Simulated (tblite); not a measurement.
```xyz
20
charge 0, multiplicity 1
C    -2.2531    0.0757   -0.7749
C    -1.2196    0.8923   -0.6737
C    -0.3377    0.8126    0.5419
C     1.0584    0.4826    0.1663
C     1.5557   -0.3253   -0.8148
C     2.9663   -0.2893   -0.6824
C     3.2221    0.5295    0.3701
O     2.0719    1.0031    0.8918
Si   -1.1689   -0.5456    1.6262
C    -2.5168   -0.9083    0.3259
H    -2.9209    0.0862   -1.6249
H    -0.9679    1.6154   -1.4356
H    -0.3172    1.7805    1.0510
H     0.9861   -0.8671   -1.5418
H     3.6838   -0.8023   -1.2897
H     4.1361    0.8490    0.8295
H    -1.7065    0.0053    2.8730
H    -0.2782   -1.6773    1.8829
H    -3.5317   -0.7814    0.7055
H    -2.4672   -1.9248   -0.0682
```

Describe the molecule in this file.

It has 20 atoms: 8 carbon, 10 hydrogen, 1 oxygen and 1 silicon (C₈H₁₀OSi). Its SMILES string is `C1=C[C@H](c2ccco2)[SiH2]C1`. Independent rings (smallest set): 2 of 5 members, 1 of them aromatic. Among its groups: alkene, Si–H bond. The point group is C1. Coordination, clear cases only: 6 C trigonal planar; 2 C tetrahedral; 1 O bent.

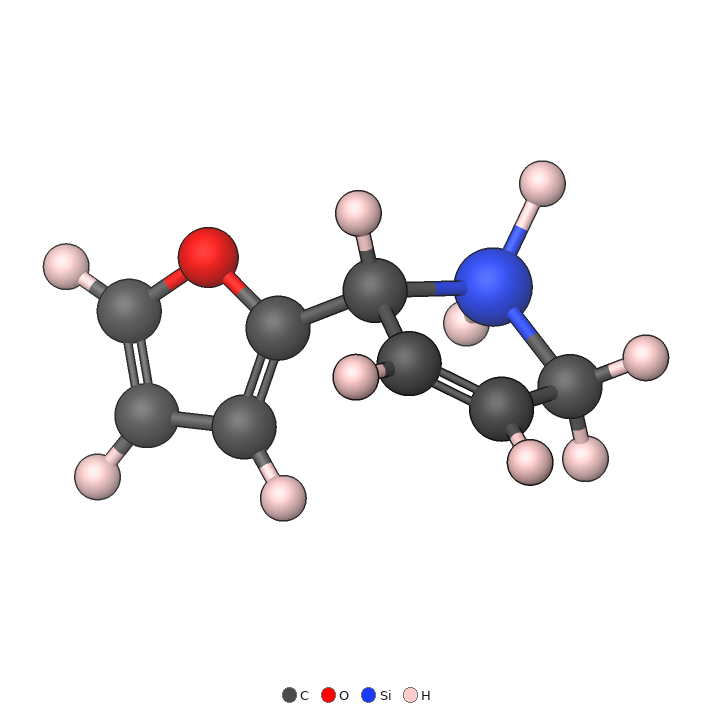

The picture comes from a calculation with tblite.
